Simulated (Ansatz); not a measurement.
The starting structures come from a database of crystals and need not be the phases stable at ambient conditions.

 Where the default PAW files enter, the runs use the earlier of Ansatz's two default sets.

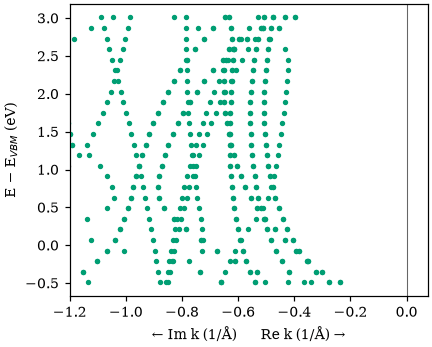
*Complex bands at the centre of the two-dimensional zone; Ansatz (an electronic-structure program) with r2SCAN*

The gap is the functional's own, uncorrected, and κ follows it; spin-orbit coupling is left out. Mid-gap values are interpolated between the computed energies.

Problem. This is VBiO4 (I4_1/amd, not sure to be the ambient phase, 12 atoms a cell, 14.3 Å³ an atom) along the normal of (100). Read off the slowest decay at the centre of the two-dimensional zone at 1.47 eV, the computed energy nearest the middle of the gap.

Solution. κ ≈ 0.45 1/Å, a decay length 1/(2κ) of the density of 1.1 Å.
